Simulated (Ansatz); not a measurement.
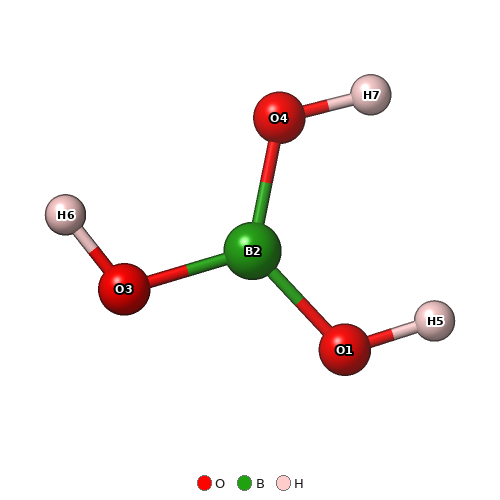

The system is BH3O3, SMILES OB(O)O; the picture shows the reference structure. The first coordinate is: dihedral O1–B2–O4–H7; the second: dihedral H5–O1–B2–O3. Nothing is relaxed (all other coordinates rigid). The scan uses a 12 × 12 grid; 125 points were computed and 19 follow by symmetry. Energies: kJ/mol, counted from the lowest grid point. These are results of RKS PBE0-D4/def2-TZVP (Ansatz 0.2.0), not measurements.

Its coordinates:

| atom | x (Å) | y (Å) | z (Å) |
| --- | --- | --- | --- |
| O | -1.1097 | 0.8025 | 0.3219 |
| B | -0.0123 | -0.0068 | 0.2287 |
| O | 0.5012 | -0.4692 | 1.4001 |
| O | 0.6007 | -0.3811 | -0.9454 |
| H | -1.4573 | 1.1187 | -0.5115 |
| H | 1.2669 | -1.0283 | 1.2546 |
| H | 0.2105 | -0.0357 | -1.7483 |

Range: dihedral O1–B2–O4–H7 from −180 to 150°; dihedral H5–O1–B2–O3 from −180 to 150°.

> Predict the map.

The lowest grid point is at dihedral O1–B2–O4–H7 = 0°, dihedral H5–O1–B2–O3 = 0°. Higher local minima lie near dihedral O1–B2–O4–H7 = 0°, dihedral H5–O1–B2–O3 = −180° (14 kJ/mol above the lowest at that grid point); dihedral O1–B2–O4–H7 = −180°, dihedral H5–O1–B2–O3 = −180° (24 kJ/mol above the lowest at that grid point); dihedral O1–B2–O4–H7 = −180°, dihedral H5–O1–B2–O3 = 0° (29 kJ/mol above the lowest at that grid point). The highest grid point, dihedral O1–B2–O4–H7 = 90°, dihedral H5–O1–B2–O3 = 90°, lies 79 kJ/mol above the lowest. On the interpolated surface the easiest way out of the lowest well to the well at dihedral O1–B2–O4–H7 = 0°, dihedral H5–O1–B2–O3 = −180° passes a barrier of about 35 kJ/mol. Round the minimum the two coordinates are weakly coupled (coupling −0.07 in units of the two stiffnesses).

```csv
"dihedral H5–O1–B2–O3 ↓, dihedral O1–B2–O4–H7 →",−180,−150,−120,−90,−60,−30,0,30,60,90,120,150
150,31,36,45,46,36,23,19,28,42,49,44,35
120,47,53,62,64,52,35,30,41,58,68,63,52
90,57,60,70,73,61,42,34,45,65,79,75,63
60,50,51,60,63,52,33,24,33,53,69,68,58
30,36,37,43,45,34,17,8,15,33,48,49,42
0,29,31,37,37,25,8,0,8,25,37,37,31
−30,36,42,49,48,33,15,8,17,34,45,43,37
−60,50,58,68,69,53,33,24,33,52,63,60,51
−90,57,63,75,79,65,45,34,42,61,73,70,60
−120,47,52,63,68,58,41,30,35,52,64,62,53
−150,31,35,44,49,42,28,19,23,36,46,45,36
−180,24,27,35,39,31,19,14,19,31,39,35,27
```

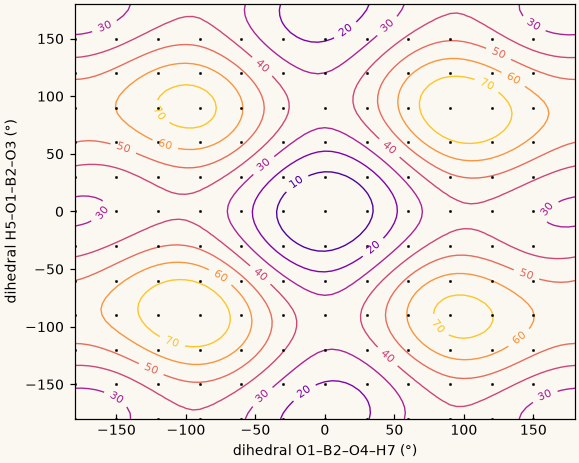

In the figure: contour lines labelled in kJ/mol, dots at the grid points. Between grid points the surface is interpolated.

The whole map (125 points run) took 8.9 min on 1 thread of Arm Neoverse V1 (shared host).
